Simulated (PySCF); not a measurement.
System: C$_{6}$H$_{13}$NSi.

The calculation's input:

```
{"job": {"kind": "nmr", "xc": "PBE0", "basis": "pcSseg-1"}, "charge": 0, "multiplicity": 1}
C     -2.325664     1.932730     0.933261
N     -1.828454     0.794751     1.102921
C     -0.951632     0.188384     0.175950
Si    -1.776263    -1.421350    -0.398863
C     -0.028646     0.979287    -0.721402
C      0.522534     0.256674     0.473164
C      1.435408    -0.934556     0.316419
C      2.892192    -0.498690     0.183125
H     -3.015402     2.302397     1.678939
H     -2.121808     2.591741     0.083345
H     -1.685065    -2.416538     0.666076
H     -1.109953    -1.902628    -1.613444
H     -3.172111    -1.114813    -0.712183
H      0.183181     0.575009    -1.700504
H     -0.056495     2.059317    -0.697457
H      0.789219     0.885950     1.318040
H      1.329876    -1.588610     1.185739
H      1.145295    -1.504273    -0.567828
H      3.537119    -1.363287     0.043695
H      3.012188     0.163858    -0.671236
H      3.215562     0.031590     1.076474
```

Command:

```sh
OMP_NUM_THREADS=1 python probes_run.py task.json out
```

Geometry: GFN2-xTB.

The calculation used PBE0/pcSseg-1, SCF density, gas phase, non-relativistic (PySCF).

**What will maps of the electron density and electron localisation function show?**

C–C (1.51 Å): ρ at the midpoint is about 1.7 e/Å³; the ELF peaks at about 0.95 between the atoms, as expected for localised, covalent bonding.
C–H (1.09 Å): ρ at the midpoint is about 2 e/Å³; the ELF climbs to about 1 towards the hydrogen, as it does in any bond to H: an ordinary covalent bond to hydrogen.

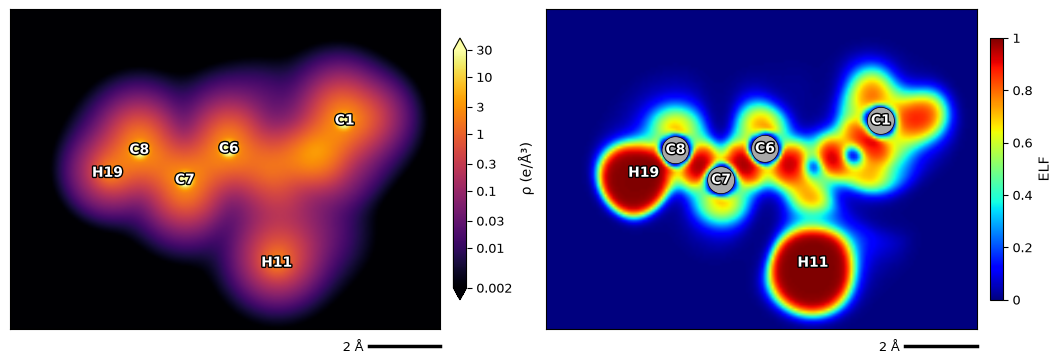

Computed electron density and electron localisation function on the plane of atoms C6, C7 and C8, in this order. Grey discs cover the atomic cores in the ELF map. 
